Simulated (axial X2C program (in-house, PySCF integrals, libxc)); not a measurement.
**All-electron X2C curves of TcBr⁺**

What are the state, bond length, wavenumber and bond energy of TcBr⁺, and what does spin–orbit coupling change?

Method: all-electron X2C, Tc dyall-cv3z, Br dyall-cv3z; program: an in-house X2C program for linear molecules on PySCF integrals.

All values are calculated.

**1. The job**

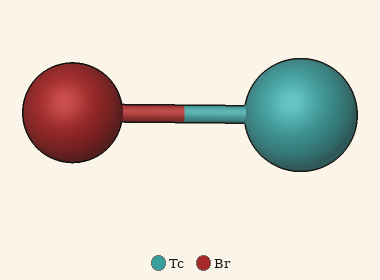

The two atoms at 2.420 Å (technetium teal, bromine red).

File task.json:

```json
{"zs": [43, 35], "q": 1, "bas": ["dyall-cv3z", "dyall-cv3z"], "levels": ["PBE0", "HF", "LDA"], "cc": true, "r0": 2.42, "thr": -2.0, "nmax": 90, "npts": 10, "nst": 2, "ntry": 6}
```

Keys: zs atomic numbers; q charge; bas basis sets; levels methods (HF also brings MP2); cc coupled cluster on or off; r0 starting distance in Å; thr threshold in hartree for freezing inner shells (an s shell follows its p shell); nmax most natural virtual spinors; npts points asked for on the curve; nst determinants followed; ntry starts of the search.

On the command line:

```bash
$ python so2c.py task.json out
```

Spin-free means the one-electron spin-free X2C Hamiltonian; two-component (2c) means X2C with spin–orbit coupling and atomic mean-field two-electron Coulomb and Gaunt terms. Basis: Tc dyall-cv3z contracted to [12s12p8d5f3g], Br dyall-cv3z contracted to [8s9p6d4f1g]; Gaussian nuclei, density fitting. Masses: Tc 98.907 u, Br 78.918 u.

Notation: σ, π±, δ± give the projection m of an orbital's angular momentum (0, ±1, ±2), α and β its spin, Λ and M_S the sums; ω is the projection of a spinor's total angular momentum and Ω the sum. Logs are in hartree.

The results follow Hamiltonian by Hamiltonian and level by level.

**2. State search with PBE0**

PBE0 moves the distance from 2.420 Å to 2.325 Å and compares determinants there.

Spin-free determinants:

| ΔE (eV) | state | open shells |
| --- | --- | --- |
| 0.00 | M_S = 5/2, Λ = 0 | beyond closed shells: σα, π+α, π-α, δ+α, δ-α |
| 1.73 | M_S = 3/2, Λ = 2 | beyond closed shells: σα, π+α, π+β, δ+α, δ-α |
| 1.73 | M_S = 3/2, Λ = 0 | beyond closed shells: σα, π+β, π-α, δ+α, δ-α |
| 1.78 | M_S = 3/2, Λ = 2 | beyond closed shells: π+α, π-α, δ+α, δ+β, δ-α |
| 1.97 | M_S = 3/2, Λ = 1 | beyond closed shells: π+α, π+β, π-α, δ+α, δ-α |
| 2.05 | M_S = 3/2, Λ = 1 | beyond closed shells: σα, π-α, δ+α, δ+β, δ-α |
| 2.05 | M_S = 3/2, Λ = 3 | beyond closed shells: σα, π+α, δ+α, δ+β, δ-α |

Two-component determinants:

```json
{"ΔE (eV)": "0.00", "state": "Ω = 5/2", "open shells": "excess of +ω over −ω: ω = 5/2"}
{"ΔE (eV)": "1.56", "state": "Ω = 3/2", "open shells": "excess of +ω over −ω: ω = 1/2, ω = -3/2, ω = 5/2"}
{"ΔE (eV)": "1.68", "state": "Ω = 7/2", "open shells": "excess of +ω over −ω: ω = -1/2, ω = 3/2, ω = 5/2"}
{"ΔE (eV)": "1.69", "state": "Ω = 1/2", "open shells": "excess of +ω over −ω: 2 × ω = 3/2, ω = -5/2"}
{"ΔE (eV)": "1.76", "state": "Ω = 7/2", "open shells": "excess of +ω over −ω: 2 × ω = 1/2, ω = 5/2"}
{"ΔE (eV)": "1.87", "state": "Ω = 1/2", "open shells": "excess of +ω over −ω: ω = 1/2"}
{"ΔE (eV)": "1.90", "state": "Ω = 3/2", "open shells": "excess of +ω over −ω: ω = 1/2, ω = -3/2, ω = 5/2"}
```

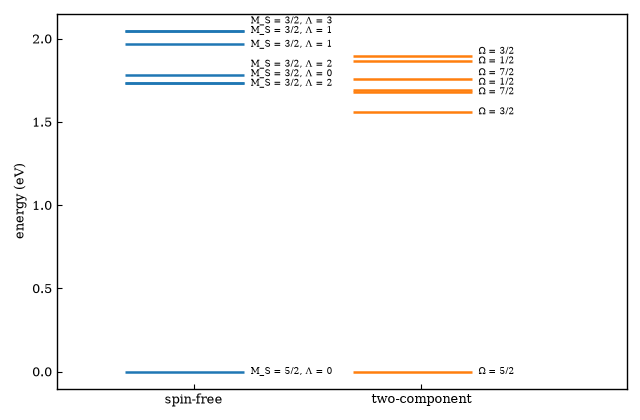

The determinants found, each set from its own lowest.

**3. PBE0, spin-free**

State followed: M_S = 5/2, Λ = 0 (beyond closed shells: σα, π+α, π-α, δ+α, δ-α). The scan is laid around 2.325 Å, a first estimate of the minimum, and this SCF restarts from the orbitals of the search.

The SCF at the reference distance of 2.325 Å:

```text
spin-free X2C-1e  PBE0
basis functions 252  fitting functions 1247  grid points 5804
iter        total energy     max residual
   1      -6890.887189131     2.63e-05
   2      -6890.887189028     5.70e-05
   3      -6890.887189160     4.18e-06
   4      -6890.887189160     1.31e-06
converged
one-electron -10197.45103226  Coulomb 3185.98537666  exact exchange -54.61814933  xc functional -167.34605195  nuclear repulsion 342.54266771
```

Along the bond, energies from the lowest point:

| R (Å) | E (eV) | μ (D) | HOMO (eV) | LUMO (eV) | iterations |
| --- | --- | --- | --- | --- | --- |
| 2.116 | 0.4667 | -4.73 | -13.46 | -8.79 | 12 |
| 2.186 | 0.1834 | -5.10 | -13.51 | -8.83 | 12 |
| 2.255 | 0.0389 | -5.48 | -13.52 | -8.89 | 12 |
| 2.325 | 0.0000 | -5.84 | -13.51 | -8.95 | 4 |
| 2.406 | 0.0533 | -6.26 | -13.45 | -9.09 | 12 |
| 2.488 | 0.1832 | -6.67 | -13.36 | -9.26 | 12 |
| 2.592 | 0.4252 | -7.16 | -13.21 | -9.46 | 12 |

Dipoles are positive if Br is the positive end and refer to the centre of mass.

Outer orbitals at the reference distance:

```
symmetry  occupied  ε (eV)              atomic character
      σα       yes  -27.63    75% Br s, 8% Tc d, 8% Tc p
      σβ       yes  -27.27    75% Br s, 8% Tc d, 8% Tc p
      σα       yes  -16.87   56% Tc d, 37% Br p, 3% Br s
     π-α       yes  -16.37            81% Tc d, 17% Br p
     π+α       yes  -16.37            81% Tc d, 17% Br p
     δ-α       yes  -15.93                     100% Tc d
     δ+α       yes  -15.93                     100% Tc d
      σβ       yes  -15.61   70% Br p, 18% Tc d, 5% Tc s
     π+β       yes  -14.11   72% Br p, 20% Tc d, 4% Tc f
     π-β       yes  -14.11   72% Br p, 20% Tc d, 4% Tc f
      σα       yes  -13.85  36% Br p, 31% Tc d, 30% Tc s
     π-α       yes  -13.51   69% Br p, 20% Tc d, 5% Tc p
     π+α       yes  -13.51   69% Br p, 20% Tc d, 5% Tc p
     δ+β        no   -8.95                     100% Tc d
     δ-β        no   -8.95                     100% Tc d
     π+β        no   -8.95   80% Tc d, 14% Br p, 2% Br d
     π-β        no   -8.95   80% Tc d, 14% Br p, 2% Br d
```

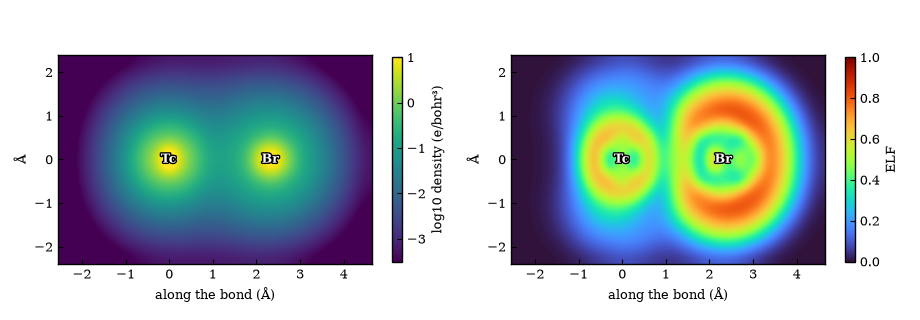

PBE0 fields in a plane through the axis, from a grid of 0.3 Å; Tc lies at z = 0 and Br at z = 2.325 Å; the ELF is damped to zero where the density is low.

Re = 2.321 Å, ωe = 319 cm⁻¹, ωexe = 0.654 cm⁻¹, Be = 0.07129 cm⁻¹, De = 3.13 eV, μ = -5.82 D.

**4. HF, spin-free**

The SCF at the reference distance of 2.325 Å:

```text
spin-free X2C-1e  HF
basis functions 252  fitting functions 1247  grid points 5804
iter        total energy     max residual
   1      -6887.395585190     2.71e-01
   2      -6887.437627845     1.07e-02
   3      -6887.441931797     5.82e-03
   4      -6887.443312550     2.13e-03
   5      -6887.443872524     1.41e-03
   6      -6887.444060552     5.71e-04
   7      -6887.444109545     2.43e-04
   8      -6887.444120136     9.21e-05
   9      -6887.444121731     5.13e-05
  10      -6887.444121923     1.73e-05
  11      -6887.444121972     1.22e-05
  12      -6887.444121989     5.82e-06
  13      -6887.444121993     2.19e-06
  14      -6887.444121993     7.58e-07
converged
one-electron -10196.80422794  Coulomb 3185.47762700  exact exchange -218.66018877  xc functional 0.00000000  nuclear repulsion 342.54266771
```

No constants are quoted: too few points lie around the minimum for a second fit to confirm the first.

**5. LDA, spin-free**

Output at 2.325 Å:

```text
spin-free X2C-1e  LDA
basis functions 252  fitting functions 1247  grid points 5804
iter        total energy     max residual
   1      -6882.904260239     6.12e-01
   2      -6882.907347440     2.52e-02
   3      -6882.756135761     6.46e-02
   4      -6882.925240493     5.53e-03
   5      -6882.925952191     2.04e-03
   6      -6882.926042153     8.36e-04
   7      -6882.926067963     3.07e-04
   8      -6882.926071294     7.43e-05
   9      -6882.926071481     2.22e-05
  10      -6882.926071492     7.21e-06
  11      -6882.926071494     1.01e-06
converged
one-electron -10196.27764737  Coulomb 3184.65201046  exact exchange 0.00000000  xc functional -213.84310230  nuclear repulsion 342.54266771
```

Re = 2.280 Å, ωe = 334 cm⁻¹, ωexe = 0.758 cm⁻¹, Be = 0.0739 cm⁻¹, De = 4.27 eV, μ = -4.48 D.

**6. MP2 and beyond, spin-free**

Correlated methods: 13 electrons correlated (frozen shells, counted by type: Tc 4 s, 3 p, 1 d; Br 3 s, 2 p, 1 d), 297 virtual spinors in MP2, 90 natural virtuals in coupled cluster.

Output of the correlated part at 2.325 Å:

```text
correlated 13  virtual 297  natural virtual 90  E(MP2) -0.277224272  MP2 remainder -0.012696212
iter   CCSD correlation   residual
   1     -0.276424024   1.10e-01
   2     -0.282121305   5.15e-02
   3     -0.284975806   2.66e-02
   4     -0.285368330   1.19e-02
   5     -0.285543346   4.19e-03
   6     -0.285575730   1.59e-03
   7     -0.285574099   5.45e-04
   8     -0.285577179   2.19e-04
   9     -0.285573679   1.02e-04
  10     -0.285574393   4.31e-05
  11     -0.285573796   1.77e-05
  12     -0.285573921   8.08e-06
  13     -0.285573894   3.46e-06
  14     -0.285573874   1.54e-06
  15     -0.285573867   7.35e-07
(T) -0.011919630  T1 0.0377  D1 0.0762  max T2 0.045
```

T1 in the output is the amplitude norm over the root of the electron number; divide by √2 for the Lee–Taylor value.

MP2: Re = 2.340 Å, ωe = 312 cm⁻¹, Be = 0.07016 cm⁻¹, De = 2.76 eV.

CCSD: Re = 2.351 Å, ωe = 311 cm⁻¹, ωexe = 0.615 cm⁻¹, Be = 0.0695 cm⁻¹, De = 2.60 eV. T1 at Re = 0.027 (Lee–Taylor, the printed value over √2).

CCSD(T): Re = 2.347 Å, ωe = 312 cm⁻¹, ωexe = 0.607 cm⁻¹, Be = 0.06973 cm⁻¹, De = 2.76 eV. T1 at Re = 0.027 (Lee–Taylor, the printed value over √2).

**7. A higher determinant, spin-free**

State: M_S = 3/2, Λ = 2 (beyond closed shells: σα, π+α, π+β, δ+α, δ-α).

Output at the reference distance:

```text
spin-free X2C-1e  PBE0
basis functions 252  fitting functions 1247  grid points 5804
iter        total energy     max residual
   1      -6890.823563185     4.71e-06
   2      -6890.823563182     1.17e-05
   3      -6890.823563186     2.63e-06
   4      -6890.823563186     8.09e-07
converged
one-electron -10197.69550237  Coulomb 3186.22436964  exact exchange -54.59294849  xc functional -167.30214968  nuclear repulsion 342.54266771
```

| R (Å) | E above the lowest PBE0 point (eV) |
| --- | --- |
| 2.116 | 2.132 |
| 2.186 | 1.878 |
| 2.255 | 1.756 |
| 2.325 | 1.731 |
| 2.406 | 1.787 |
| 2.488 | 1.902 |
| 2.592 | 2.095 |

Re = 2.312 Å, ωe = 305 cm⁻¹, ωexe = 1.28 cm⁻¹, Be = 0.07186 cm⁻¹, μ = -4.77 D. Te = 1.73 eV.

**8. The spin-free curves together**

Energy (eV) of the followed determinant, spin-free, from each level's lowest point:

| R (Å) | PBE0 | HF | MP2 | CCSD | CCSD(T) | LDA |
| --- | --- | --- | --- | --- | --- | --- |
| 2.116 | 0.467 | 0.966 | 0.534 | 0.590 | 0.575 | 0.303 |
| 2.186 | 0.183 | 0.523 | 0.228 | 0.261 | 0.251 | 0.086 |
| 2.255 | 0.039 | 0.236 | 0.061 | 0.075 | 0.071 | 0.000 |
| 2.325 | 0.000 | 0.072 | 0.000 | 0.000 | 0.000 | 0.012 |
| 2.406 | 0.053 | 0.000 | 0.031 | 0.017 | 0.022 | 0.115 |
| 2.488 | 0.183 | 0.024 | 0.142 | 0.117 | 0.126 | 0.285 |
| 2.592 | 0.425 | 0.154 | 0.369 | 0.329 | 0.342 | 0.566 |

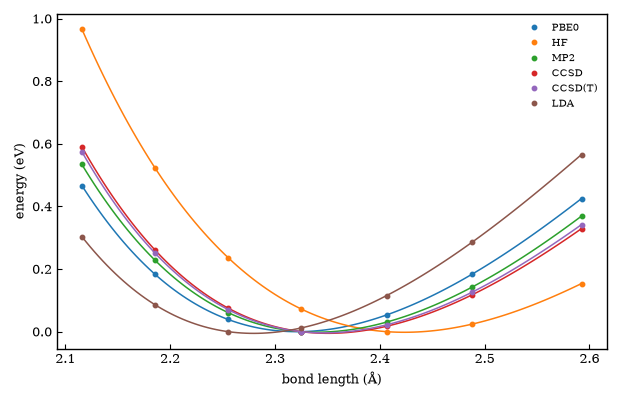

Curves of the followed state, spin-free, each from its own lowest point.

**9. PBE0, 2c**

State followed: Ω = 5/2 (excess of +ω over −ω: ω = 5/2). The scan is laid around 2.325 Å, a first estimate of the minimum, and this SCF restarts from the orbitals of the search.

Output at 2.325 Å:

```text
two-component X2C + atomic mean field  PBE0
basis functions 252  fitting functions 1247  grid points 5804
iter        total energy     max residual
   1      -6888.264777736     7.73e-06
   2      -6888.264777738     6.88e-06
   3      -6888.264777740     3.94e-06
   4      -6888.264777741     2.40e-06
converged
one-electron -10190.46064261  Coulomb 3184.56322288  exact exchange -54.59040719  xc functional -167.26279135  nuclear repulsion 342.54266771  atomic mean-field constant -3.05682718
```

Along the bond, energies from the lowest point:

| R (Å) | E (eV) | μ (D) | HOMO (eV) | LUMO (eV) | iterations |
| --- | --- | --- | --- | --- | --- |
| 2.116 | 0.4712 | -4.71 | -13.32 | -8.87 | 12 |
| 2.186 | 0.1864 | -5.08 | -13.37 | -8.92 | 12 |
| 2.255 | 0.0404 | -5.46 | -13.38 | -8.98 | 12 |
| 2.325 | 0.0000 | -5.82 | -13.36 | -9.04 | 4 |
| 2.406 | 0.0515 | -6.24 | -13.29 | -9.13 | 12 |
| 2.488 | 0.1796 | -6.64 | -13.20 | -9.26 | 12 |
| 2.592 | 0.4190 | -7.12 | -13.05 | -9.45 | 12 |

Dipoles are positive if Br is the positive end and refer to the centre of mass.

Outer spinors at the reference distance:

| ω | occupied | ε (eV) | atomic character | λ mixture |
| --- | --- | --- | --- | --- |
| 1/2 | yes | -27.64 | 75% Br s, 8% Tc d, 8% Tc p | 100% σ |
| -1/2 | yes | -27.28 | 75% Br s, 8% Tc d, 8% Tc p | 100% σ |
| 1/2 | yes | -16.87 | 56% Tc d, 38% Br p, 3% Br s | 100% σ |
| -1/2 | yes | -16.44 | 79% Tc d, 19% Br p | 100% π |
| 3/2 | yes | -16.29 | 82% Tc d, 16% Br p | 100% π |
| -3/2 | yes | -16.04 | 100% Tc d | 100% δ |
| 5/2 | yes | -15.81 | 100% Tc d | 100% δ |
| -1/2 | yes | -15.63 | 70% Br p, 19% Tc d, 5% Tc s | 99% σ, 1% π |
| 1/2 | yes | -14.32 | 68% Br p, 22% Tc d, 3% Tc f | 89% π, 11% σ |
| -3/2 | yes | -13.97 | 71% Br p, 21% Tc d, 4% Tc f | 100% π |
| 1/2 | yes | -13.79 | 41% Br p, 29% Tc d, 28% Tc s | 89% σ, 11% π |
| -1/2 | yes | -13.64 | 68% Br p, 22% Tc d, 5% Tc p | 99% π, 1% σ |
| 3/2 | yes | -13.36 | 70% Br p, 20% Tc d, 5% Tc p | 100% π |
| 3/2 | no | -9.04 | 100% Tc d | 100% δ |
| 1/2 | no | -9.01 | 78% Tc d, 14% Br p, 3% Tc p | 96% π, 4% σ |
| 1/2 | no | -8.90 | 48% Tc s, 29% Tc p, 11% Br p | 96% σ, 4% π |
| -3/2 | no | -8.90 | 79% Tc d, 15% Br p, 2% Br d | 100% π |

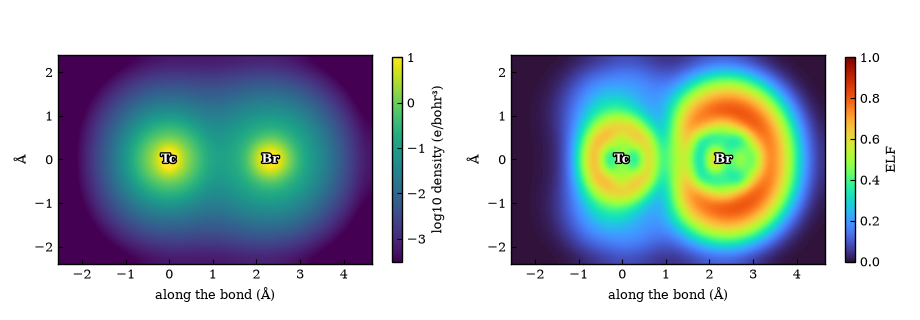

PBE0 fields in a plane through the axis, from a grid of 0.3 Å; Tc lies at z = 0 and Br at z = 2.325 Å; the ELF is damped to zero where the density is low.

Re = 2.322 Å, ωe = 319 cm⁻¹, ωexe = 0.66 cm⁻¹, Be = 0.07121 cm⁻¹, De = 3.03 eV, μ = -5.81 D.

**10. HF, 2c**

The SCF at the reference distance of 2.325 Å:

```text
two-component X2C + atomic mean field  HF
basis functions 252  fitting functions 1247  grid points 5804
iter        total energy     max residual
   1      -6884.773207972     2.72e-01
   2      -6884.815209659     1.07e-02
   3      -6884.819512777     5.82e-03
   4      -6884.820895734     2.16e-03
   5      -6884.821461375     1.41e-03
   6      -6884.821652991     5.66e-04
   7      -6884.821703544     2.42e-04
   8      -6884.821714659     9.29e-05
   9      -6884.821716464     5.19e-05
  10      -6884.821716755     3.68e-05
  11      -6884.821716853     2.64e-05
  12      -6884.821716905     1.55e-05
  13      -6884.821716920     8.39e-06
  14      -6884.821716923     5.11e-06
  15      -6884.821716925     2.35e-06
converged
one-electron -10189.80625872  Coulomb 3184.04765650  exact exchange -218.54895525  xc functional 0.00000000  nuclear repulsion 342.54266771  atomic mean-field constant -3.05682718
```

No constants are quoted: too few points lie around the minimum for a second fit to confirm the first.

**11. LDA, 2c**

Output at 2.325 Å:

```text
two-component X2C + atomic mean field  LDA
basis functions 252  fitting functions 1247  grid points 5804
iter        total energy     max residual
   1      -6880.285874875     6.12e-01
   2      -6880.288911221     2.54e-02
   3      -6880.137109046     6.46e-02
   4      -6880.306833988     5.53e-03
   5      -6880.307557239     2.09e-03
   6      -6880.307649962     8.30e-04
   7      -6880.307675351     3.10e-04
   8      -6880.307678672     7.62e-05
   9      -6880.307678863     2.21e-05
  10      -6880.307678873     7.30e-06
  11      -6880.307678875     1.04e-06
converged
one-electron -10189.29029914  Coulomb 3183.23291471  exact exchange 0.00000000  xc functional -213.73613499  nuclear repulsion 342.54266771  atomic mean-field constant -3.05682718
```

Re = 2.281 Å, ωe = 333 cm⁻¹, ωexe = 0.762 cm⁻¹, Be = 0.07383 cm⁻¹, De = 4.12 eV, μ = -4.46 D.

**12. MP2 and beyond, 2c**

Correlated methods: 13 electrons correlated (frozen shells, counted by type: Tc 4 s, 3 p, 1 d; Br 3 s, 2 p, 1 d), 297 virtual spinors in MP2, 90 natural virtuals in coupled cluster.

Output of the correlated part at 2.325 Å:

```text
correlated 13  virtual 297  natural virtual 90  E(MP2) -0.277254500  MP2 remainder -0.012736866
iter   CCSD correlation   residual
   1     -0.276427616   1.10e-01
   2     -0.282124012   5.13e-02
   3     -0.284970342   2.65e-02
   4     -0.285362621   1.19e-02
   5     -0.285537951   4.20e-03
   6     -0.285570243   1.59e-03
   7     -0.285568611   5.50e-04
   8     -0.285571735   2.22e-04
   9     -0.285568173   1.03e-04
  10     -0.285568916   4.38e-05
  11     -0.285568323   1.80e-05
  12     -0.285568458   8.31e-06
  13     -0.285568432   3.64e-06
  14     -0.285568413   1.65e-06
(T) -0.011908057  T1 0.0376  D1 0.0788  max T2 0.045
```

MP2: Re = 2.341 Å, ωe = 312 cm⁻¹, Be = 0.07009 cm⁻¹, De = 2.62 eV.

CCSD: Re = 2.352 Å, ωe = 310 cm⁻¹, ωexe = 0.62 cm⁻¹, Be = 0.06943 cm⁻¹, De = 2.46 eV. T1 at Re = 0.027 (Lee–Taylor, the printed value over √2).

CCSD(T): Re = 2.348 Å, ωe = 311 cm⁻¹, ωexe = 0.609 cm⁻¹, Be = 0.06965 cm⁻¹, De = 2.62 eV. T1 at Re = 0.027 (Lee–Taylor, the printed value over √2).

**13. A higher determinant, 2c**

State: Ω = 3/2 (excess of +ω over −ω: ω = 1/2, ω = -3/2, ω = 5/2).

Output at the reference distance:

```text
two-component X2C + atomic mean field  PBE0
basis functions 252  fitting functions 1247  grid points 5804
iter        total energy     max residual
   1      -6888.207438145     6.70e-06
   2      -6888.207438148     8.40e-06
   3      -6888.207438150     2.97e-06
converged
one-electron -10190.81759803  Coulomb 3184.91175606  exact exchange -54.56597642  xc functional -167.22146029  nuclear repulsion 342.54266771  atomic mean-field constant -3.05682718
```

| R (Å) | E above the lowest PBE0 point (eV) |
| --- | --- |
| 2.116 | 1.963 |
| 2.186 | 1.709 |
| 2.255 | 1.587 |
| 2.325 | 1.560 |
| 2.406 | 1.614 |
| 2.488 | 1.726 |
| 2.592 | 1.913 |

Re = 2.313 Å, ωe = 302 cm⁻¹, ωexe = 1.32 cm⁻¹, Be = 0.07178 cm⁻¹, μ = -4.67 D. Te = 1.56 eV.

**14. The 2c curves together**

Energy (eV) of the followed determinant, 2c, from each level's lowest point:

| R (Å) | PBE0 | HF | MP2 | CCSD | CCSD(T) | LDA |
| --- | --- | --- | --- | --- | --- | --- |
| 2.116 | 0.471 | 0.972 | 0.538 | 0.595 | 0.579 | 0.306 |
| 2.186 | 0.186 | 0.528 | 0.231 | 0.264 | 0.254 | 0.087 |
| 2.255 | 0.040 | 0.239 | 0.062 | 0.077 | 0.072 | 0.000 |
| 2.325 | 0.000 | 0.074 | 0.000 | 0.000 | 0.000 | 0.010 |
| 2.406 | 0.052 | 0.000 | 0.029 | 0.016 | 0.020 | 0.112 |
| 2.488 | 0.180 | 0.022 | 0.139 | 0.114 | 0.123 | 0.280 |
| 2.592 | 0.419 | 0.149 | 0.365 | 0.324 | 0.337 | 0.558 |

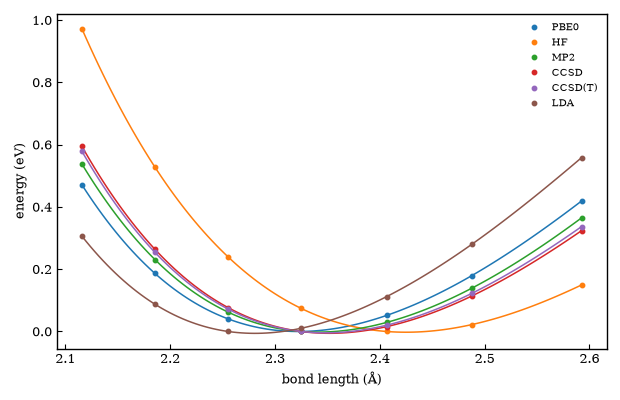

Curves of the followed state, 2c, each from its own lowest point.

Time for the job: 3.5 min (1 thread of Arm Neoverse V2, shared host); peak memory 0.92 GiB.

**15. Results**

Lowest determinant that the search found at its distance, spin-free: M_S = 5/2, Λ = 0 (beyond closed shells: σα, π+α, π-α, δ+α, δ-α).

Lowest determinant that the search found at its distance, 2c: Ω = 5/2 (excess of +ω over −ω: ω = 5/2).

```tsv
Hamiltonian	level	Re (Å)	ωe (cm⁻¹)	De (eV)	μ (D)
spin-free	PBE0	2.321	319	3.13	-5.82
spin-free	MP2	2.340	312	2.76	n/a
spin-free	CCSD	2.351	311	2.60	n/a
spin-free	CCSD(T)	2.347	312	2.76	n/a
spin-free	LDA	2.280	334	4.27	-4.48
2c	PBE0	2.322	319	3.03	-5.81
2c	MP2	2.341	312	2.62	n/a
2c	CCSD	2.352	310	2.46	n/a
2c	CCSD(T)	2.348	311	2.62	n/a
2c	LDA	2.281	333	4.12	-4.46
```

Dipoles are positive if Br is the positive end and refer to the centre of mass. No constants: spin-free HF (too few points lie around the minimum for a second fit to confirm the first); 2c HF (too few points lie around the minimum for a second fit to confirm the first).

Time per point (s) on 1 thread of Arm Neoverse V2, shared host (2c runs; CCSD comes with the CCSD(T) run); the times are rough: PBE0 1, MP2 1.4, CCSD(T) 5.9, LDA 0.35.

In words: At CCSD(T), going from spin-free to two-component changes Re by +1 mÅ, ωe by -0.2 %; the spin-free picture holds up (part of it comes from the scalar share of the two-electron terms). De moves by -0.14 eV; both De rest on single-determinant atoms, which can miss part of an open shell's spin–orbit lowering.

De refers to Tc+ + Br, each in the lowest determinant found, which need not be this curve's own limit. Each curve is one determinant whose occupation by symmetry is held fixed; it was picked as the lowest of a PBE0 search that is not exhaustive. Dissociation energies refer to the lowest single-determinant-based atoms at the same level and basis. Density functionals use the spin component along the axis (collinear). CCSD and (T) use frozen natural virtuals with an MP2 correction for the truncation. With several unpaired electrons one determinant need not be a pure state. T1 at Re is 0.027 (Lee–Taylor), above the customary mark of 0.02.
